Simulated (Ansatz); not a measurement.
## Ti3Al: Al → P

Take Ti$_{3}$Al (space group P6_3/mmc, No. 194; a = 5.688 Å, c = 4.608 Å) as the base.

The change: every Al is replaced by P, then cell and atoms are relaxed.

Level of theory: PBEsol, PAW, 420 eV (Ansatz, an electronic-structure program; scalar-relativistic without spin-orbit coupling). Settings: 10×10×11 k-points, 0.05 eV Fermi–Dirac smearing, for the changed cell.

```json
{
 "volume_per_atom": "14.35 Å³ (base 16.14 Å³)",
 "density": "5.05 g/cm³ (base 4.39 g/cm³)",
 "c/a ratio": "0.815 (base 0.810)",
 "space_group": "P6_3/mmc (No. 194) (base P6_3/mmc (No. 194))",
 "shortest_interatomic_distance": "2.664 Å (base 2.793 Å)",
 "band_gap": "zero (base zero)"
}
```

Final structure:

```
Ti3P
1.0
    5.45737     0.00000     0.00000
   -2.72869     4.72622     0.00000
    0.00000     0.00000     4.44932
Ti P
6 2
Direct
  0.82936   0.65871   0.75000
  0.17064   0.82936   0.25000
  0.34129   0.17064   0.75000
  0.17064   0.34129   0.25000
  0.82936   0.17064   0.75000
  0.65871   0.82936   0.25000
  0.33333   0.66667   0.75000
  0.66667   0.33333   0.25000
```

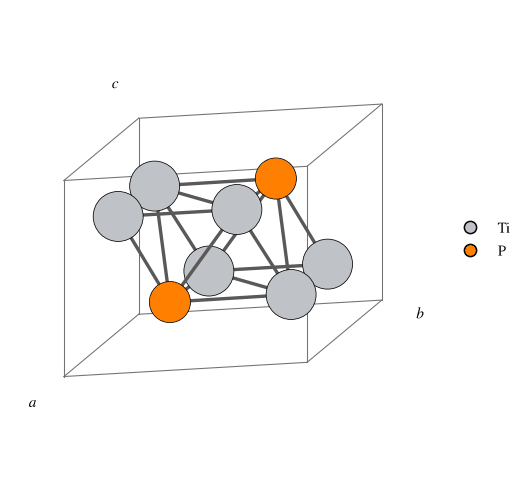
Figure. The relaxed conventional cell after the change

Stability against distortions was not tested. As relaxed here, Ti3P is a hypothetical phase, not in the database extracts checked. All final runs are without spin polarisation. Ti3P has a high density of states at the Fermi level and may be magnetic at this level.
